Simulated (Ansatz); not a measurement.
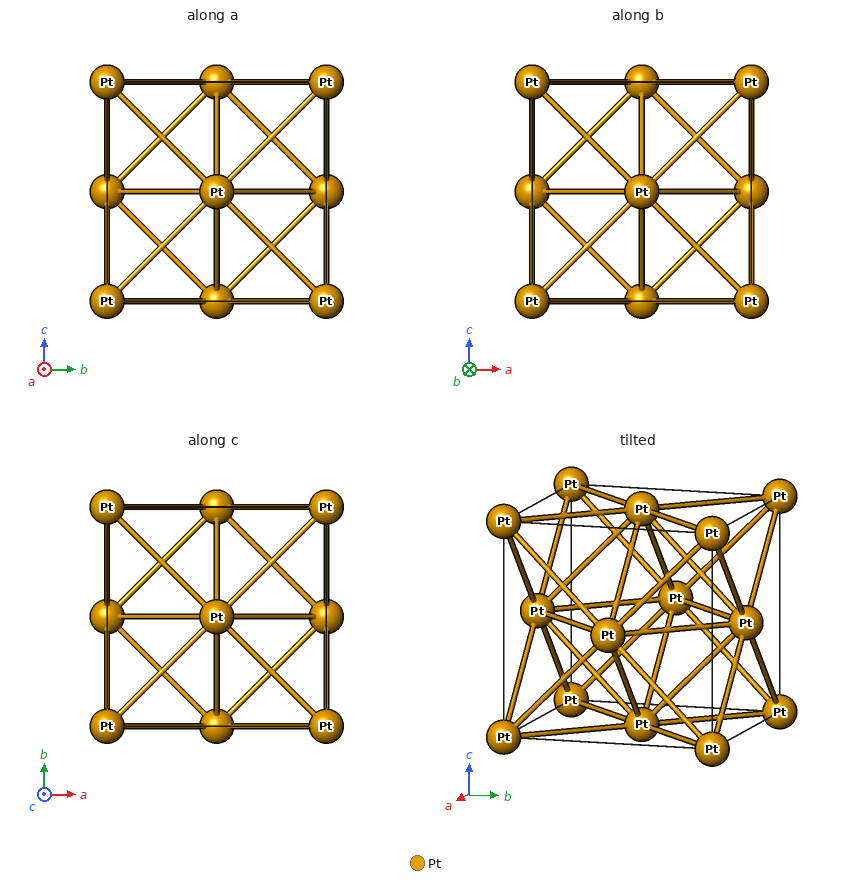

The crystal in a ball-and-stick representation, seen along the a axis, along the b axis, along the c axis and slightly off an axis. Thin lines show the conventional unit cell, with boundary atoms drawn in all their periodic places.

Lattice parameters: a = 3.970 Å, b = 3.970 Å, c = 3.970 Å, α = 90.00°, β = 90.00°, γ = 90.00°.

**Express the structure as a table of Wyckoff sites.**

Space group Fm-3m (No. 225).
```json
{"atom": "Pt", "site": "4a", "x": "0.0000", "y": "0.0000", "z": "0.0000"}
```

Its origin is the standard structure of this element. The final geometry of a relaxation with DFT PBE, scalar-relativistic, plane waves, PAW (Ansatz 0.2.0) is shown.
